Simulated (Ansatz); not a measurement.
# BClH4: molecular dynamics, part 2 of 2

Aim: let a guess near a reaction's saddle point go and see which way it falls. Runs: 150 steps of 0.5 fs at constant energy, with velocities drawn for 1000 K; 150 steps of 0.5 fs at constant energy, with velocities drawn for 600 K. Reaction type: exchange4.

Ansatz 0.2.0; UKS B3LYP-D4/def2-SVP. Earlier steps stand in the parts before.

**6. Run 2**

150 steps of 0.5 fs at constant energy, with velocities drawn for 600 K.

The input, input.yaml:

```yaml
crystal:
  periodic: [false, false, false]
  atoms:
    - { symbol: B, position_ang: [-0.1083, -0.4382, -0.1438] }
    - { symbol: H, position_ang: [-1.0842, 0.6868, 0.1206] }
    - { symbol: H, position_ang: [-0.0608, -0.6483, -1.285] }
    - { symbol: H, position_ang: [-0.2333, -1.2518, 0.6754] }
    - { symbol: H, position_ang: [-0.1324, 0.8858, 0.2534] }
    - { symbol: Cl, position_ang: [1.619, 0.7657, 0.3794] }
magnetization:
  spin_polarized: true
basis:
  gaussian: { orbitals: def2-SVP }
hamiltonian:
  xc: b3lyp
  dispersion: d4
md:
  timestep: 0.5
  n_steps: 150
  ensemble: nve
  temperature: 600.0
  initial_velocities: maxwell_boltzmann
  seed: 171440
```

Run with:

```
$ ansatz run input.yaml --threads 1 --pin off --max-ram 2048MiB --backend cpu --events-out ev --progress --plain --runs-dir out
```

The log of the run, cut to the lines that bear on the results:

```text
Warning: RAYON_NUM_THREADS=1 ignored (pool sized by the plan → 1); use --threads N
[...]
Functional definition: B3LYP
[...]
556 factors; integrals over basis functions are off by at most 3.3e-4 eV
[...]
mean field -13258.72402305 eV, -487.2491207610 hartree, gradient 1.5e-5 eV, S^2 0.000000; 0 other end points of the search recorded, 0 dependent functions left out
[...]
reference -13258.72421041 eV, -487.2491276466 hartree; 13, 13 occupied and 39, 39 virtual orbitals, 556 factors
md step     0: t =     0.00 fs  T =   600.0 K  F+E_penalty+E_count = -13258.84508473 eV  E_kin = 0.310224 eV  conserved = -13258.53486074 eV  (25 SCF iters)
[...]
md step    19: t =     9.50 fs  T =   632.8 K  F+E_penalty+E_count = -13258.86216882 eV  E_kin = 0.327191 eV  conserved = -13258.53497826 eV  (30 SCF iters, 3 dispersion substeps)
[...]
md step    38: t =    19.00 fs  T =  1999.7 K  F+E_penalty+E_count = -13259.56875460 eV  E_kin = 1.033926 eV  conserved = -13258.53482869 eV  (29 SCF iters, 3 dispersion substeps)
[...]
md step    57: t =    28.50 fs  T =  1699.5 K  F+E_penalty+E_count = -13259.41343436 eV  E_kin = 0.878700 eV  conserved = -13258.53473457 eV  (27 SCF iters, 3 dispersion substeps)
[...]
md step    74: t =    37.00 fs  T =  2673.4 K  F+E_penalty+E_count = -13259.91789577 eV  E_kin = 1.382273 eV  conserved = -13258.53562237 eV  (28 SCF iters, 3 dispersion substeps)
md step    75: t =    37.50 fs  T =  2679.9 K  F+E_penalty+E_count = -13259.92132080 eV  E_kin = 1.385620 eV  conserved = -13258.53570076 eV  (28 SCF iters, 3 dispersion substeps)
```

**7. The output, continued: dynamics from the start**

Output, continued, cut to the lines that bear on the results:

```text
md step    76: t =    38.00 fs  T =  2666.8 K  F+E_penalty+E_count = -13259.91442993 eV  E_kin = 1.378864 eV  conserved = -13258.53556619 eV  (28 SCF iters, 3 dispersion substeps)
[...]
md step    94: t =    47.00 fs  T =  1938.1 K  F+E_penalty+E_count = -13259.53649606 eV  E_kin = 1.002058 eV  conserved = -13258.53443784 eV  (25 SCF iters, 3 dispersion substeps)
[...]
md step   112: t =    56.00 fs  T =  1911.3 K  F+E_penalty+E_count = -13259.52306129 eV  E_kin = 0.988231 eV  conserved = -13258.53483063 eV  (25 SCF iters, 3 dispersion substeps)
[...]
md step   130: t =    65.00 fs  T =  2659.4 K  F+E_penalty+E_count = -13259.91109696 eV  E_kin = 1.375012 eV  conserved = -13258.53608527 eV  (29 SCF iters, 3 dispersion substeps)
[...]
md step   149: t =    74.50 fs  T =  1869.5 K  F+E_penalty+E_count = -13259.50151594 eV  E_kin = 0.966613 eV  conserved = -13258.53490253 eV  (29 SCF iters, 3 dispersion substeps)
[...]
md step   150: t =    75.00 fs  T =  1882.7 K  F+E_penalty+E_count = -13259.50823512 eV  E_kin = 0.973436 eV  conserved = -13258.53479868 eV  (27 SCF iters, 3 dispersion substeps)
Total energy: -13259.50849768 eV, -487.2779496721 hartree
Atom 0 at     0.569076    -0.461900    -0.103192 Å, force    -2.666897    -0.712387    -0.329866 eV/Å
Atom 1 at    -4.690414     2.671121     0.557148 Å, force    -0.850562    -0.339689     0.024144 eV/Å
Atom 2 at     0.304310    -0.513425    -1.206477 Å, force    -0.021444    -0.750175    -1.980289 eV/Å
Atom 3 at    -0.222566    -0.812890     0.663434 Å, force    -0.453797    -1.007666     1.040402 eV/Å
Atom 4 at    -5.423017     2.378686     0.577893 Å, force     0.850890     0.339550    -0.024160 eV/Å
Atom 5 at     1.654733     0.657739     0.343485 Å, force     3.141810     2.470366     1.269769 eV/Å
Dipole moment:     0.054956    -0.031147     0.007724 e Å
```

Run time: 8.5 min. Hardware: 1 thread of Intel Xeon at 2.50GHz (Skylake/Cascade Lake), shared host; peak memory 0.12 GiB.

**8. The trajectory**

One step in 11; energies are changes from step 0:

```csv
time (fs),T (K),potential energy change (meV/atom),total energy change (meV/atom),B1–Cl6 (Å),H5–H2 (Å),B1–H2 (Å)
0.0,600,0.0,0.00,2.17,0.98,1.51
5.5,628,-2.4,0.00,2.13,0.83,1.40
11.0,703,-8.8,0.14,2.05,0.86,1.40
16.5,1740,-98.3,0.03,1.90,0.75,1.67
22.0,2283,-145.3,-0.24,1.75,0.77,2.03
27.5,1766,-100.5,-0.01,1.62,0.80,2.40
33.0,2117,-130.8,-0.08,1.61,0.75,2.76
38.5,2638,-175.7,-0.06,1.74,0.74,3.13
44.0,1959,-117.0,0.12,1.87,0.80,3.47
49.5,1984,-119.3,-0.04,1.95,0.78,3.80
55.0,1933,-114.8,0.09,1.94,0.73,4.20
60.5,2277,-144.7,-0.17,1.85,0.77,4.64
66.0,2649,-176.8,-0.18,1.68,0.80,5.19
71.5,1874,-109.8,-0.05,1.58,0.75,5.81
75.0,1883,-110.5,0.01,1.62,0.79,6.16
```

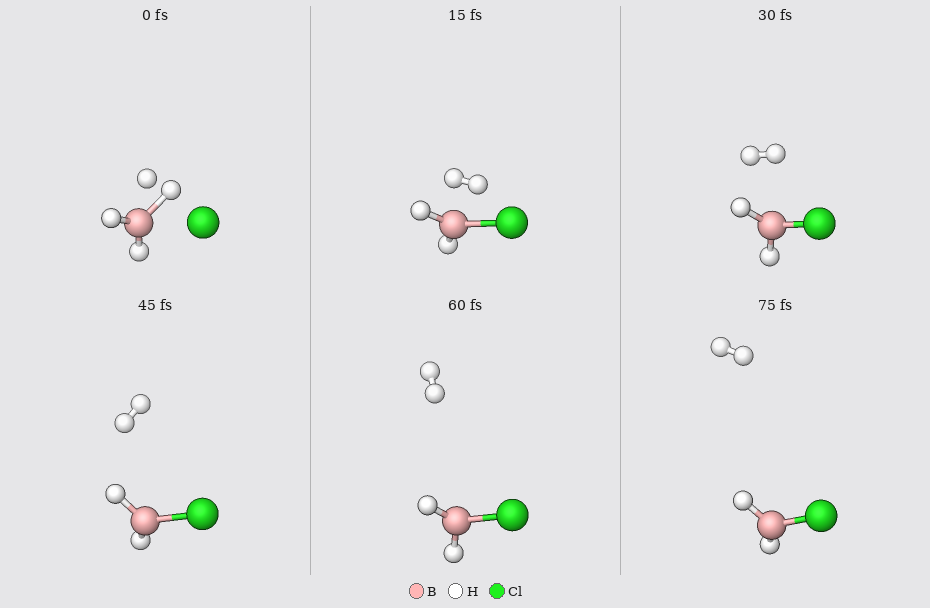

The system at six times, viewed from a chosen angle. Sticks join atoms within a bonding distance in each frame.

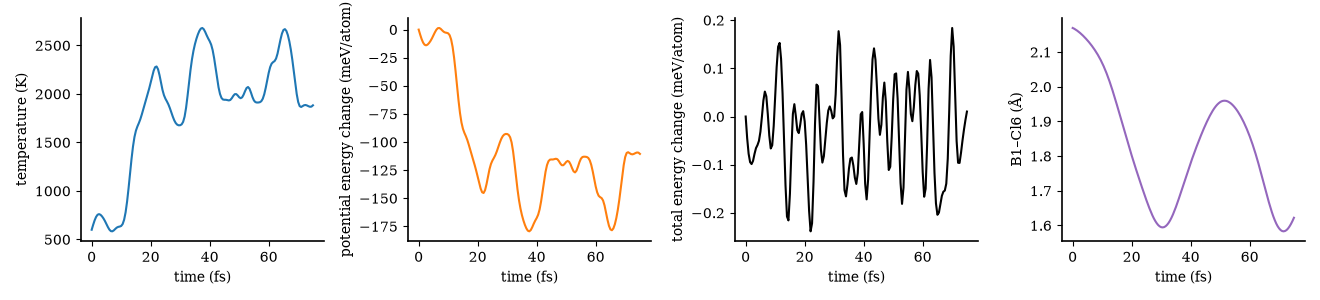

Traces against time; each panel has its own scale.

Bonds that form or break, judged by distance (formed within 1.15 times the sum of covalent radii and held on average over 12 fs, broken when stretched by half; pairs already stretched at the start don't count as bonds):

```csv
time (fs),bond,event
4.5,H2–H5,forms
10.0,B1–Cl6,forms
```

**9. Frames from the trajectory**

Positions (Å) and forces (eV/Å):

```xyz
6
time_fs=9.5 T=633 dE=-0.0171
B    -0.020   -0.437   -0.123    1.272    2.424   -0.597
H    -0.930    0.547    0.092   -1.030    0.923    0.317
H    -0.355   -0.445   -1.269    0.761   -0.658   -0.407
H    -0.378   -1.187    0.686   -0.062   -0.604    0.822
H    -0.273    1.077    0.066   -0.382   -0.837    0.442
Cl    1.604    0.756    0.378   -0.558   -1.248   -0.577
6
time_fs=19.0 T=2000 dE=-0.7237
B     0.135   -0.313   -0.099   -0.446   -1.146   -0.380
H    -1.394    0.672    0.205    0.710    0.188   -0.166
H    -0.118   -0.599   -1.320    0.471    0.602    1.399
H    -0.369   -1.053    0.770    0.664    0.472   -0.588
H    -0.668    1.011    0.165   -1.074    0.375    0.014
Cl    1.575    0.717    0.364   -0.326   -0.490   -0.279
6
time_fs=28.0 T=1727 dE=-0.5829
B     0.281   -0.230   -0.075   -2.125   -3.905   -0.122
H    -1.919    0.763    0.265    0.904    0.912   -0.005
H     0.295   -0.554   -1.218   -0.941    0.059   -0.471
H    -0.190   -0.894    0.845   -0.426    0.378   -0.680
H    -1.336    1.315    0.288   -1.037   -0.732   -0.069
Cl    1.547    0.675    0.347    3.623    3.288    1.347
6
time_fs=37.5 T=2680 dE=-1.0762
B     0.315   -0.367   -0.100   -0.236    0.844    0.535
H    -2.416    0.963    0.292    0.061    0.264    0.031
H     0.117   -0.442   -1.228   -0.228   -0.561   -1.400
H    -0.400   -0.731    0.749   -0.372   -0.680    0.547
H    -2.216    1.699    0.387   -0.069   -0.247   -0.039
Cl    1.587    0.693    0.354    0.845    0.381    0.326
6
time_fs=47.0 T=1938 dE=-0.6914
B     0.262   -0.501   -0.146    0.582    2.427   -0.415
H    -2.903    1.294    0.332    0.378   -1.178   -0.224
H    -0.097   -0.616   -1.324    0.988   -0.017    0.537
H    -0.543   -0.868    0.649    0.379   -0.311    0.689
H    -3.123    1.976    0.463   -0.370    1.170    0.223
Cl    1.653    0.725    0.370   -1.957   -2.092   -0.809
6
time_fs=56.0 T=1911 dE=-0.6780
B     0.252   -0.474   -0.160    2.535   -0.266    0.300
H    -3.392    1.680    0.386    0.350   -0.305   -0.082
H     0.250   -0.845   -1.377   -0.325    0.842    1.333
H    -0.263   -1.111    0.779    0.020    0.889   -0.806
H    -3.948    2.163    0.518   -0.348    0.304    0.082
Cl    1.675    0.714    0.369   -2.231   -1.464   -0.828
6
time_fs=65.5 T=2668 dE=-1.0705
B     0.433   -0.414   -0.120   -0.232   -1.239    0.660
H    -3.972    2.160    0.462   -1.149    0.186    0.140
H     0.388   -0.683   -1.261   -0.429   -0.087   -0.726
H    -0.147   -1.001    0.769   -0.200    0.251   -0.336
H    -4.755    2.286    0.557    1.149   -0.186   -0.140
Cl    1.652    0.670    0.350    0.861    1.075    0.402
6
time_fs=75.0 T=1883 dE=-0.6631
B     0.569   -0.462   -0.103   -2.667   -0.712   -0.330
H    -4.690    2.671    0.557   -0.851   -0.340    0.024
H     0.304   -0.513   -1.206   -0.021   -0.750   -1.980
H    -0.223   -0.813    0.663   -0.454   -1.008    1.040
H    -5.423    2.379    0.578    0.851    0.340   -0.024
Cl    1.655    0.658    0.344    3.142    2.470    1.270
```

On run 2: At the last frame the bonds meant to form are there and those meant to break are gone: it fell to the products. The temperature starts at 600 K and averages 2153 K in the second half, where it ranges from 1866 to 2680 K; the start was no minimum (force components up to 1.4 eV/Å), and the potential energy that it sheds (134 meV/atom) turns into motion, which in so few atoms is no thermal temperature. The total energy strays from its start by at most 0.24 meV/atom, 0.2 % of the mean kinetic energy, which is good for a step of 0.5 fs. The bonding pattern changes, first at 4.5 fs: H2–H5 forms. By that distance rule the pieces at the end are BClH2 + H2; a long dative bond can count as broken.

**10. Summary of results**

The summary covers parts 1 to 2.

| quantity | value |
| --- | --- |
| run 1: length | 150 steps of 0.5 fs |
| run 1: temperature, first and last step | 1000 and 2754 K |
| run 1: temperature, second half | mean 2049 K, from 1306 to 2754 K |
| run 1: potential energy, second half | -90 meV/atom from this run's first step |
| run 1: largest change of the total energy | 0.57 meV/atom |
| run 1: bonds formed or broken | 2 |
| run 2: length | 150 steps of 0.5 fs |
| run 2: temperature, first and last step | 600 and 1883 K |
| run 2: temperature, second half | mean 2153 K, from 1866 to 2680 K |
| run 2: potential energy, second half | -134 meV/atom from this run's first step |
| run 2: largest change of the total energy | 0.24 meV/atom |
| run 2: bonds formed or broken | 2 |

In words: Mean temperatures of the second halves: 2049 K, 2153 K. Bonds changed in run 1, run 2. Run 1: at the last frame the bonds meant to form are there and those meant to break are gone: it fell to the products. Run 2: at the last frame the bonds meant to form are there and those meant to break are gone: it fell to the products. 75 fs on 6 atoms is far too short and small for converged averages. The nuclei move classically, without zero-point motion, which matters most for hydrogen.
